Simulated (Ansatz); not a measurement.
# C₂H₇BSi₂ (SMILES C#C[SiH2]B[SiH3]): what the fields show

```xyz
12

C     0.6561    2.4923    0.9639
C     0.4949    1.3140    1.2239
Si    0.2323   -0.4800    1.5305
B    -0.2843   -1.4726   -0.1442
Si   -0.4781   -0.4947   -1.8930
H     0.7990    3.5345    0.7389
H     1.4926   -1.0580    2.0995
H    -0.8472   -0.6371    2.5588
H    -0.4628   -2.6655   -0.0465
H    -1.4619    0.6233   -1.7183
H    -0.9123   -1.3328   -3.0535
H     0.8487    0.1218   -2.2261
```

Computed with RKS PBE0-D4/def2-SVP (Ansatz 0.2.0).

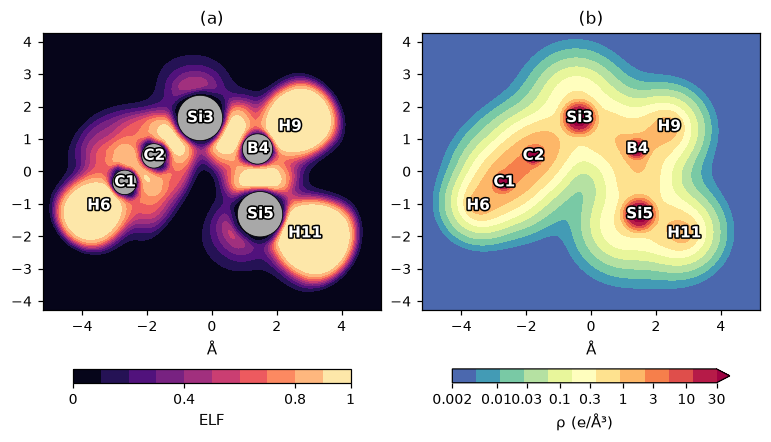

Figure 1. (a) electron localisation function; (b) total electron density on the plane of atoms Si5, B4 and H9. Grey discs cover the atomic cores in the ELF map.

**Interpret the plot.**

Atoms in the plane: C, Si, B and H.
C–C (1.22 Å): the density is about 2.7 e/Å³ at the midpoint; the ELF peaks at about 0.85 between the atoms: a multiple bond.
C–Si (1.84 Å): the density is about 0.93 e/Å³ at the midpoint; the ELF peaks at about 1 between the atoms (a shared electron pair).
Si–B (2.01 Å): ρ at the midpoint is about 0.79 e/Å³; the ELF peaks at about 1 between the atoms, as expected for a shared electron pair.
C–H (1.08 Å): ρ at the midpoint is about 2 e/Å³; the ELF climbs to about 1 towards the hydrogen, as it does in any bond to H; a covalent bond by its length.
B–H (1.21 Å): the density is about 1.2 e/Å³ at the midpoint; the ELF climbs to about 1 towards the hydrogen: an ordinary covalent bond to hydrogen.

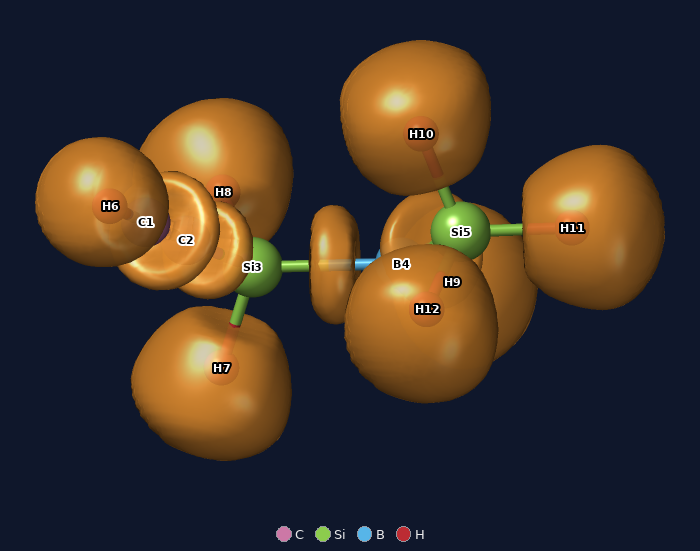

Figure 2. Isosurface of the electron localisation function at 0.85 (orange), seen from one side. Only the valence region is drawn (cores and ρ < 0.01 e/Å³ removed).

**Describe the localisation domains.**

The ELF exceeds this value in two regions between bonded B–Si atoms (shared pairs), one region between bonded C–C atoms (shared pairs), one region between bonded C–Si atoms (shared pairs) and seven regions around hydrogen nuclei.

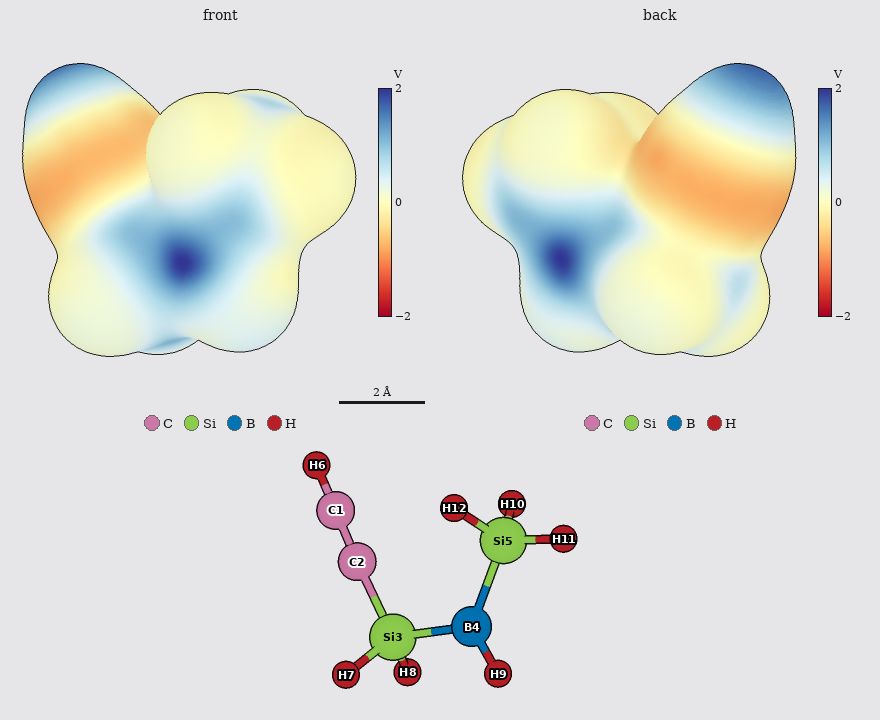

Figure 3. The electrostatic potential painted on the density surface at 0.002 e/bohr³, seen from the front and from behind; red is negative and blue positive. The bare structure is drawn below in the same view.

**Which sites attract a positive test charge, and which a negative one?**

A positive charge is drawn to the negative regions and a negative charge to the positive ones. The most negative region (about −0.8 V) lies over C1 and C2, the most positive (about +1.9 V) over B4.
